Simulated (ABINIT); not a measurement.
# Li3OCl (Pm-3m): G0W0 with ABINIT, start to end, part 2 of 3

Wanted: ground state, empty states, screening and self-energy for Li3OCl (Pm-3m).

ABINIT 10.8.3; PBEsol and many-body steps on it, plane waves. Known limits of the many-body steps: not at the basis limit; coarse k mesh.

So far. Step 2 (Ground state): The gap is indirect, with the least direct gap 0.10 eV higher.

**3. Bands along the symmetry lines**

Level of this step: DFT, PBEsol, plane waves, norm-conserving pseudopotentials (ABINIT).

Levels along a band path, at the cheap level, show where the edges lie and whether the meshes to come will hold them.

Contents of run.abi:

```
acell 3*1.0 Angstrom
rprim 
  3.908337000000 0.000000000000 0.000000000000
  0.000000000000 3.908337000000 0.000000000000
  0.000000000000 0.000000000000 3.908337000000
ntypat 3
znucl 3 17 8
natom 5
typat 1 1 1 2 3
xred 
  0.000000000000 0.500000000000 0.500000000000
  0.500000000000 0.000000000000 0.500000000000
  0.500000000000 0.500000000000 0.000000000000
  0.000000000000 0.000000000000 0.000000000000
  0.500000000000 0.500000000000 0.500000000000
pp_dirpath "pseudos"
pseudos "Li.upf, Cl.upf, O.upf"
ecut 36
iscf -2
irdden 1
kptopt 0
nkpt 50
kpt 
  0.00000000 0.00000000 0.00000000
  0.00000000 0.06250000 0.00000000
  0.00000000 0.12500000 0.00000000
  0.00000000 0.18750000 0.00000000
  0.00000000 0.25000000 0.00000000
  0.00000000 0.31250000 0.00000000
  0.00000000 0.37500000 0.00000000
  0.00000000 0.43750000 0.00000000
  0.00000000 0.50000000 0.00000000
  0.06250000 0.50000000 0.00000000
  0.12500000 0.50000000 0.00000000
  0.18750000 0.50000000 0.00000000
  0.25000000 0.50000000 0.00000000
  0.31250000 0.50000000 0.00000000
  0.37500000 0.50000000 0.00000000
  0.43750000 0.50000000 0.00000000
  0.50000000 0.50000000 0.00000000
  0.43750000 0.43750000 0.00000000
  0.37500000 0.37500000 0.00000000
  0.31250000 0.31250000 0.00000000
  0.25000000 0.25000000 0.00000000
  0.18750000 0.18750000 0.00000000
  0.12500000 0.12500000 0.00000000
  0.06250000 0.06250000 0.00000000
  0.00000000 0.00000000 0.00000000
  0.06250000 0.06250000 0.06250000
  0.12500000 0.12500000 0.12500000
  0.18750000 0.18750000 0.18750000
  0.25000000 0.25000000 0.25000000
  0.31250000 0.31250000 0.31250000
  0.37500000 0.37500000 0.37500000
  0.43750000 0.43750000 0.43750000
  0.50000000 0.50000000 0.50000000
  0.43750000 0.50000000 0.43750000
  0.37500000 0.50000000 0.37500000
  0.31250000 0.50000000 0.31250000
  0.25000000 0.50000000 0.25000000
  0.18750000 0.50000000 0.18750000
  0.12500000 0.50000000 0.12500000
  0.06250000 0.50000000 0.06250000
  0.00000000 0.50000000 0.00000000
  0.50000000 0.50000000 0.50000000
  0.50000000 0.50000000 0.43750000
  0.50000000 0.50000000 0.37500000
  0.50000000 0.50000000 0.31250000
  0.50000000 0.50000000 0.25000000
  0.50000000 0.50000000 0.18750000
  0.50000000 0.50000000 0.12500000
  0.50000000 0.50000000 0.06250000
  0.50000000 0.50000000 0.00000000
istwfk *1
nband 18
nbdbuf 2
tolwfr 1e-08
nstep 40
prtwf 0
prtvol 0
indata_prefix "in"
outdata_prefix "out"
tmpdata_prefix "tmp"
```

Launch:

```console
$ OMP_NUM_THREADS=1 mpirun -n 8 abinit run.abi > log
```

Numbers of over 12 decimals in the logs are rounded to 6 here.

Log:

```text
.Version 10.8.3 of ABINIT. v10.8.2 released Aug 2026.

 Symmetries : space group Pm -3 m (#221); Bravais cP (primitive cubic)
[... echo of the input left out ...]
== DATASET  1 ==================================================================
-   mpi_nproc: 8, omp_nthreads: 1 (-1 if OMP is not activated)

--- !DatasetInfo
iteration_state: {dtset: 1, }
dimensions: {natom: 5, nkpt: 50, mband: 18, nsppol: 1, nspinor: 1, nspden: 1, mpw: 4224, }
cutoff_energies: {ecut:  36.0, pawecutdg:  -1.0, }
electrons: {nelect:   2.20000000E+01, charge:   0.00000000E+00, occopt:   1.00000000E+00, tsmear:   1.00000000E-02, }

 Real(R)+Recip(G) space primitive vectors, cartesian coordinates (Bohr,Bohr^-1):
 R(1)=  7.3856865  0.0000000  0.0000000  G(1)=  0.1353970  0.0000000  0.0000000
 R(2)=  0.0000000  7.3856865  0.0000000  G(2)=  0.0000000  0.1353970  0.0000000
 R(3)=  0.0000000  0.0000000  7.3856865  G(3)=  0.0000000  0.0000000  0.1353970
 Unit cell volume ucvol=  4.0287713E+02 bohr^3
 Angles (23,13,12)=  9.00000000E+01  9.00000000E+01  9.00000000E+01 degrees

 getcut: wavevector=  0.0000  0.0000  0.0000  ngfft=  40  40  40
         ecut(hartree)=     36.000   => boxcut(ratio)=   2.00518

--- Pseudopotential description ------------------------------------------------
- Li Generated using ONCVPSP code by D. R. Hamann
-  3.00000   3.00000  180301                  znucl, zion, pspdat
12 -116133 1 -1 1944                          pspcod,pspxc,lmax,lloc,mmax
     nproj     2     2     0
  pspatm : epsatm=    2.60875052
         --- l  ekb(1:nproj) -->
             0   -4.855856   -1.482423
             1   -2.171544   -0.427615
 pspatm: atomic psp has been read  and splines computed

- Cl Generated using ONCVPSP code by D. R. Hamann
- 17.00000   7.00000  180301                  znucl, zion, pspdat
12 -116133 2 -1 1028                          pspcod,pspxc,lmax,lloc,mmax
     nproj     2     2     2
  pspatm : epsatm=    8.95520293
         --- l  ekb(1:nproj) -->
             0    8.193503    0.707970
[...]
pspatm: atomic psp has been read  and splines computed

- O Generated using ONCVPSP code by D. R. Hamann
-  8.00000   6.00000  180301                  znucl, zion, pspdat
12 -116133 2 -1 936                           pspcod,pspxc,lmax,lloc,mmax
     nproj     2     2     1
  pspatm : epsatm=    6.22910120
         --- l  ekb(1:nproj) -->
[...]
2   -1.335834
 pspatm: atomic psp has been read  and splines computed

--------------------------------------------------------------------------------

================================================================================
 prteigrs : about to open file out_EIG
 Non-SCF case, kpt    1 (  0.00000  0.00000  0.00000), residuals and eigenvalues=
  1.07E-09  2.98E-09  6.64E-09  6.06E-09  3.59E-09  1.18E-09  3.35E-09  9.05E-09
[...]
Non-SCF case, kpt   49 (  0.50000  0.50000  0.06250), residuals and eigenvalues=
[...]
Non-SCF case, kpt   50 (  0.50000  0.50000  0.00000), residuals and eigenvalues=
[...]
-9.7035E-02 -3.2284E-02  1.5037E-02  4.7091E-02  4.7091E-02  2.2026E-01
  2.9144E-01  3.3394E-01  3.3394E-01  4.1970E-01  4.1970E-01  5.5627E-01

--- !ResultsGS
iteration_state: {dtset: 1, }
comment   : Summary of ground state results
lattice_vectors:
- [  7.3856865,   0.0000000,   0.0000000, ]
- [  0.0000000,   7.3856865,   0.0000000, ]
- [  0.0000000,   0.0000000,   7.3856865, ]
lattice_lengths: [   7.38569,    7.38569,    7.38569, ]
lattice_angles: [ 90.000,  90.000,  90.000, ] # degrees, (23, 13, 12)
lattice_volume:   4.0287713E+02
convergence: {deltae:  0.000E+00, res2:  0.000E+00, residm:  9.994E-09, diffor:  0.000E+00, }
etotal    :  -5.45622844E+01
entropy   :   0.00000000E+00
fermie    :   4.70913236E-02
cartesian_stress_tensor: null
pressure_GPa: null
xred      :
- [  0.0000E+00,   5.0000E-01,   5.0000E-01, Li]
- [  5.0000E-01,   0.0000E+00,   5.0000E-01, Li]
- [  5.0000E-01,   5.0000E-01,   0.0000E+00, Li]
- [  0.0000E+00,   0.0000E+00,   0.0000E+00, Cl]
- [  5.0000E-01,   5.0000E-01,   5.0000E-01,  O]
cartesian_forces: null
force_length_stats: {min: null, max: null, mean: null, }

 Integrated electronic density in atomic spheres:
 ------------------------------------------------
 Atom  Sphere_radius  Integrated_density
[...]
================================================================================

 ----iterations are completed or convergence reached----

 Mean square residual over all n,k,spin=   49.927E-10; max=  99.937E-10
 reduced coordinates (array xred) for    5 atoms
[...]
0.000000000000      0.000000000000      0.000000000000
       0.500000000000      0.500000000000      0.500000000000

 cartesian coordinates (angstrom) at end:
    1      0.000000     1.954168     1.954168
    2      1.954168     0.000000     1.954168
    3      1.954168     1.954168     0.000000
    4      0.000000     0.000000     0.000000
    5      1.954168     1.954168     1.954168
 length scales=  1.889726125908  1.889726125908  1.889726125908 bohr
              =  1.000000000000  1.000000000000  1.000000000000 angstroms
 prteigrs : about to open file out_EIG
 Eigenvalues (hartree) for nkpt=  50  k points:
 kpt#   1, nband= 18, wtk=  1.00000, kpt=  0.0000  0.0000  0.0000 (reduced coord)
[...]
kpt#   2, nband= 18, wtk=  1.00000, kpt=  0.0000  0.0625  0.0000 (reduced coord)
[...]
kpt#   3, nband= 18, wtk=  1.00000, kpt=  0.0000  0.1250  0.0000 (reduced coord)
[...]
kpt#  49, nband= 18, wtk=  1.00000, kpt=  0.5000  0.5000  0.0625 (reduced coord)
[...]
0.41877    0.55934
 kpt#  50, nband= 18, wtk=  1.00000, kpt=  0.5000  0.5000  0.0000 (reduced coord)
  -1.52583   -1.52580   -1.52580   -0.49543   -0.47969   -0.09704   -0.09704   -0.03228
   0.01504    0.04709    0.04709    0.22026    0.29144    0.33394    0.33394    0.41970
   0.41970    0.55627

== END DATASET(S) ==============================================================
================================================================================

 -outvars: echo values of variables after computation  --------
            nband          18
             nkpt          50
          spgroup         221
 [... the other variables as echoed above ...]

 Calculation completed.
```

Run time: 12 s. Hardware: 8 MPI ranks of Arm Neoverse V1, shared host; peak memory 0.53 GiB; 96 s of CPU time.

Numbers from this step:

```
gap                        : 4.610 eV
k of the valence top       : 0.5, 0.5, 0
k of the conduction bottom : 0, 0, 0
least direct gap           : 4.712 eV
```

The gap is 4.610 eV, as in the run before at this level.

Electronic bands along the path, in eV, zero at the top of the highest filled band:

| point | band 8 | band 9 | band 10 | band 11 | band 12 | band 13 | band 14 | band 15 |
| --- | --- | --- | --- | --- | --- | --- | --- | --- |
| Γ | -2.97 | -0.50 | -0.50 | -0.50 | 4.61 | 6.87 | 6.87 | 11.59 |
| X | -2.37 | -1.07 | -1.07 | -0.98 | 6.35 | 6.39 | 8.82 | 8.82 |
| M | -2.16 | -0.87 | 0.00 | 0.00 | 4.71 | 6.65 | 7.81 | 7.81 |
| Γ | -2.97 | -0.50 | -0.50 | -0.50 | 4.61 | 6.87 | 6.87 | 11.59 |
| R | -3.58 | -0.71 | -0.71 | -0.71 | 8.59 | 8.59 | 8.59 | 8.65 |
| X | -2.37 | -1.07 | -1.07 | -0.98 | 6.35 | 6.39 | 8.82 | 8.82 |
| jump to R | -3.58 | -0.71 | -0.71 | -0.71 | 8.59 | 8.59 | 8.59 | 8.65 |
| M | -2.16 | -0.87 | 0.00 | 0.00 | 4.71 | 6.65 | 7.81 | 7.81 |

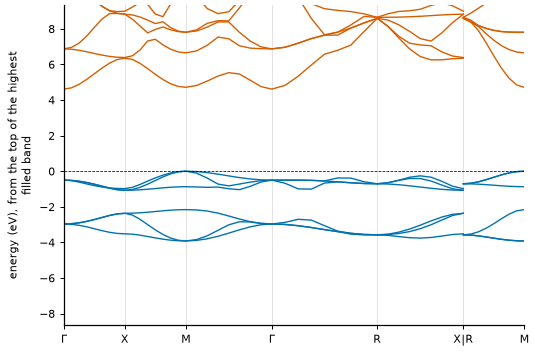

Electronic bands along the path; lines of filled and empty bands in two colours.

**4. Empty states on the mesh, 4×4×4 mesh, 72 bands**

The sums over transitions need many empty states on a uniform mesh; this step solves for them.

Contents of run.abi:

```
acell 3*1.0 Angstrom
rprim 
  3.908337000000 0.000000000000 0.000000000000
  0.000000000000 3.908337000000 0.000000000000
  0.000000000000 0.000000000000 3.908337000000
ntypat 3
znucl 3 17 8
natom 5
typat 1 1 1 2 3
xred 
  0.000000000000 0.500000000000 0.500000000000
  0.500000000000 0.000000000000 0.500000000000
  0.500000000000 0.500000000000 0.000000000000
  0.000000000000 0.000000000000 0.000000000000
  0.500000000000 0.500000000000 0.500000000000
pp_dirpath "pseudos"
pseudos "Li.upf, Cl.upf, O.upf"
ecut 36
ngkpt 4 4 4
nshiftk 1
shiftk 0 0 0
kptopt 1
chksymbreak 0
iscf -2
irdden 1
istwfk *1
nband 72
nbdbuf 6
tolwfr 1e-09
nstep 60
prtvol 0
indata_prefix "in"
outdata_prefix "out"
tmpdata_prefix "tmp"
```

Log:

```text
.Version 10.8.3 of ABINIT. v10.8.2 released Aug 2026.

 Symmetries : space group Pm -3 m (#221); Bravais cP (primitive cubic)
[... echo of the input left out ...]
== DATASET  1 ==================================================================
-   mpi_nproc: 8, omp_nthreads: 1 (-1 if OMP is not activated)
-    --> not optimal distribution: autoparal keyword recommended in input file <--

--- !DatasetInfo
iteration_state: {dtset: 1, }
dimensions: {natom: 5, nkpt: 10, mband: 72, nsppol: 1, nspinor: 1, nspden: 1, mpw: 4224, }
cutoff_energies: {ecut:  36.0, pawecutdg:  -1.0, }
electrons: {nelect:   2.20000000E+01, charge:   0.00000000E+00, occopt:   1.00000000E+00, tsmear:   1.00000000E-02, }

 Real(R)+Recip(G) space primitive vectors, cartesian coordinates (Bohr,Bohr^-1):
 R(1)=  7.3856865  0.0000000  0.0000000  G(1)=  0.1353970  0.0000000  0.0000000
 R(2)=  0.0000000  7.3856865  0.0000000  G(2)=  0.0000000  0.1353970  0.0000000
 R(3)=  0.0000000  0.0000000  7.3856865  G(3)=  0.0000000  0.0000000  0.1353970
 Unit cell volume ucvol=  4.0287713E+02 bohr^3
 Angles (23,13,12)=  9.00000000E+01  9.00000000E+01  9.00000000E+01 degrees

 getcut: wavevector=  0.0000  0.0000  0.0000  ngfft=  40  40  40
         ecut(hartree)=     36.000   => boxcut(ratio)=   2.00518

--- Pseudopotential description ------------------------------------------------
- Li Generated using ONCVPSP code by D. R. Hamann
-  3.00000   3.00000  180301                  znucl, zion, pspdat
12 -116133 1 -1 1944                          pspcod,pspxc,lmax,lloc,mmax
     nproj     2     2     0
  pspatm : epsatm=    2.60875052
         --- l  ekb(1:nproj) -->
             0   -4.855856   -1.482423
             1   -2.171544   -0.427615
 pspatm: atomic psp has been read  and splines computed

- Cl Generated using ONCVPSP code by D. R. Hamann
- 17.00000   7.00000  180301                  znucl, zion, pspdat
12 -116133 2 -1 1028                          pspcod,pspxc,lmax,lloc,mmax
     nproj     2     2     2
  pspatm : epsatm=    8.95520293
         --- l  ekb(1:nproj) -->
             0    8.193503    0.707970
[...]
pspatm: atomic psp has been read  and splines computed

- O Generated using ONCVPSP code by D. R. Hamann
-  8.00000   6.00000  180301                  znucl, zion, pspdat
12 -116133 2 -1 936                           pspcod,pspxc,lmax,lloc,mmax
     nproj     2     2     1
  pspatm : epsatm=    6.22910120
         --- l  ekb(1:nproj) -->
[...]
2   -1.335834
 pspatm: atomic psp has been read  and splines computed

--------------------------------------------------------------------------------

================================================================================
 prteigrs : about to open file out_EIG
 Non-SCF case, kpt    1 (  0.00000  0.00000  0.00000), residuals and eigenvalues=
  9.12E-10  2.32E-10  4.15E-10  2.55E-10  2.48E-10  9.60E-11  1.75E-10  4.33E-10
  1.29E-10  2.31E-10  2.69E-10  8.53E-11  4.20E-11  6.52E-11  1.06E-10  1.69E-10
  2.06E-10  4.44E-11  6.43E-11  1.50E-10  4.27E-11  8.61E-11  6.48E-10  9.18E-11
[...]
-1.5275E+00 -1.5250E+00 -1.5250E+00 -5.0410E-01 -4.7234E-01 -6.1968E-02
 -6.1968E-02 -6.1968E-02  2.8594E-02  2.8594E-02  2.8594E-02  2.1652E-01
  2.9964E-01  2.9964E-01  4.7288E-01  4.7288E-01  4.7288E-01  4.8388E-01
[...]
1.6498E+00  1.7056E+00  1.7056E+00  1.7056E+00  1.7531E+00  1.7531E+00
  1.8509E+00  1.8509E+00  1.8509E+00  1.8856E+00  1.9583E+00  1.9608E+00
 prteigrs : prtvol=0 or 1, do not print more k-points.

--- !ResultsGS
iteration_state: {dtset: 1, }
comment   : Summary of ground state results
lattice_vectors:
- [  7.3856865,   0.0000000,   0.0000000, ]
- [  0.0000000,   7.3856865,   0.0000000, ]
- [  0.0000000,   0.0000000,   7.3856865, ]
lattice_lengths: [   7.38569,    7.38569,    7.38569, ]
lattice_angles: [ 90.000,  90.000,  90.000, ] # degrees, (23, 13, 12)
lattice_volume:   4.0287713E+02
convergence: {deltae:  0.000E+00, res2:  0.000E+00, residm:  9.994E-10, diffor:  0.000E+00, }
etotal    :  -5.45622844E+01
entropy   :   0.00000000E+00
fermie    :   4.70913236E-02
cartesian_stress_tensor: null
pressure_GPa: null
xred      :
- [  0.0000E+00,   5.0000E-01,   5.0000E-01, Li]
- [  5.0000E-01,   0.0000E+00,   5.0000E-01, Li]
- [  5.0000E-01,   5.0000E-01,   0.0000E+00, Li]
- [  0.0000E+00,   0.0000E+00,   0.0000E+00, Cl]
- [  5.0000E-01,   5.0000E-01,   5.0000E-01,  O]
cartesian_forces: null
force_length_stats: {min: null, max: null, mean: null, }

 Integrated electronic density in atomic spheres:
 ------------------------------------------------
 Atom  Sphere_radius  Integrated_density
[...]
================================================================================

 ----iterations are completed or convergence reached----

 Mean square residual over all n,k,spin=   35.062E-11; max=  99.939E-11
 reduced coordinates (array xred) for    5 atoms
[...]
0.000000000000      0.000000000000      0.000000000000
       0.500000000000      0.500000000000      0.500000000000

 cartesian coordinates (angstrom) at end:
    1      0.000000     1.954168     1.954168
    2      1.954168     0.000000     1.954168
    3      1.954168     1.954168     0.000000
    4      0.000000     0.000000     0.000000
    5      1.954168     1.954168     1.954168
 length scales=  1.889726125908  1.889726125908  1.889726125908 bohr
              =  1.000000000000  1.000000000000  1.000000000000 angstroms
 prteigrs : about to open file out_EIG
 Eigenvalues (hartree) for nkpt=  10  k points:
 kpt#   1, nband= 72, wtk=  0.01563, kpt=  0.0000  0.0000  0.0000 (reduced coord)
[...]
1.62544    1.64092    1.64976    1.64976    1.64976    1.70556    1.70556    1.70556
   1.75311    1.75311    1.85088    1.85088    1.85089    1.88558    1.95829    1.96077
 prteigrs : prtvol=0 or 1, do not print more k-points.

== END DATASET(S) ==============================================================
================================================================================

 -outvars: echo values of variables after computation  --------
            nband          72
             nkpt          10
          spgroup         221
 [... the other variables as echoed above ...]

 Calculation completed.
```

The job ended after 16 s (8 MPI ranks; peak memory 0.52 GiB).

This step gave:

* gap: 4.610 eV
* k of the valence top: 0.5, 0.5, 0
* k of the conduction bottom: 0, 0, 0
* least direct gap: 4.712 eV
* k points computed: 10
* lowest point of the top converged band, above the valence top: 46.42 eV

On this mesh the gap is 4.610 eV.

**5. Screening, 4×4×4 mesh, 66 bands, screening to 106.1 eV**

The RPA dielectric matrix is built and inverted for each q.

This step: RPA screening on PBEsol, plane waves, norm-conserving pseudopotentials.

Edit run.abi of step 4 so:

```diff
@@ -23,10 +23,11 @@
 chksymbreak 0
-iscf -2
-irdden 1
 istwfk *1
-nband 72
-nbdbuf 6
-tolwfr 1e-09
-nstep 60
-prtvol 0
+occopt 1
+irdwfk 1
+optdriver 3
+nband 66
+ecuteps 3.9
+inclvkb 2
+awtr 1
+symchi 1
 indata_prefix "in"
```

Log:

```text
.Version 10.8.3 of ABINIT. v10.8.2 released Aug 2026.

 Symmetries : space group Pm -3 m (#221); Bravais cP (primitive cubic)
[... echo of the input left out ...]
== DATASET  1 ==================================================================
-   mpi_nproc: 8, omp_nthreads: 1 (-1 if OMP is not activated)

--- !DatasetInfo
iteration_state: {dtset: 1, }
dimensions: {natom: 5, nkpt: 10, mband: 66, nsppol: 1, nspinor: 1, nspden: 1, mpw: 4224, }
cutoff_energies: {ecut:  36.0, pawecutdg:  -1.0, }
electrons: {nelect:   2.20000000E+01, charge:   0.00000000E+00, occopt:   1.00000000E+00, tsmear:   1.00000000E-02, }

 SCREENING: Calculation of the susceptibility and dielectric matrices

 Based on a program developped by R.W. Godby, V. Olevano, G. Onida, and L. Reining.
 Incorporated in ABINIT by V. Olevano, G.-M. Rignanese, and M. Torrent.
.Using double precision arithmetic ; gwpc =  8

[... cell and pseudopotentials left out ...]
--------------------------------------------------------------------------------

 ==== K-mesh for the wavefunctions ====
 Number of points in the irreducible wedge :    10
[... list of points left out ...]
 Together with 48 symmetry operations and time-reversal symmetry
 yields    64 points in the full Brillouin Zone.

 ==== Q-mesh for the screening function ====
 Number of points in the irreducible wedge :    10
[... list of points left out ...]
 Together with 48 symmetry operations and time-reversal symmetry
 yields    64 points in the full Brillouin Zone.

 setmesh: FFT mesh size selected  =    27x   27x   27
          total number of points  =        19683

 vcoul_init : cutoff-mode = AUXILIARY_FUNCTION
 q-points for optical limit:   1
     1)      0.000010    0.000020    0.000030

- screening: taking advantage of time-reversal symmetry
- Maximum band index for partially occupied states nbvw = 11
- Remaining bands to be divided among processors   nbcw = 55
- Number of bands treated by each node ~6

 Number of electrons calculated from density =   22.0000; Expected =   22.0000
 average of density, n =  0.054607
 r_s =    1.6351
 omega_plasma =   22.5414 [eV]

 calculating chi0 at frequencies [eV] :
  1    0.000000E+00    0.000000E+00
  2    0.000000E+00    2.254139E+01

--------------------------------------------------------------------------------
  q-point number  1        q = ( 0.000000, 0.000000, 0.000000) [r.l.u.]
--------------------------------------------------------------------------------
[... chi0 elements left out ...]
 For q-point:  0.000010 0.000020 0.000030
  dielectric constant =   3.0160
  dielectric constant without local fields =   3.3988

  Average fulfillment of the sum rule on Im[epsilon] for q-point    1 :     53.48  [%]
[... wings left out ...]
  q-point number  2        q = ( 0.250000, 0.000000, 0.000000) [r.l.u.]
--------------------------------------------------------------------------------
[... chi0 elements left out ...]
  Average fulfillment of the sum rule on Im[epsilon] for q-point    2 :     66.55  [%]

 [... 8 further q-points ...]
```

Elapsed: 12 s, on 8 MPI ranks; peak memory 1.3 GiB.

This step gave:

```
ε∞ with local fields, on this mesh, along the program's q direction : 3.016
the same without local fields                                       : 3.399
plasma frequency                                                    : 22.54 eV
plane waves in the screening matrix                                 : 147
```

Local fields lower ε∞ by 11 %. On a Γ-centred mesh this coarse the value itself is usually too large, while a short band sum pulls it down.

(Part 2 of 3 ends here.)

[Paths, hosts, dates, memory and timing lines, banners, echoed tables and standing remarks are left out of the program output.]

[Logs are printed without paths, hosts, clocks, repeated set-up lines and the standing remarks that a program may print on its own settings, such as how far it seeks lower states.]

[Runs of the session that timed out or met a known fault of the program may be left out.]

[Hosts, paths, dates, database ids (printed as entryN), source tags and the programs' standing remarks are cut or masked in the printed files.]

[G0W0 gaps are taken among the corrected bands and points alone; a level outside them can change the order at an edge.]

[Where Ansatz stands beside ABINIT at settings called matched, ABINIT's density can come from a denser mesh and the files from another edition; pairs whose starting gaps differed by over 0.03 eV were left out, so agreement reads better than it is.]
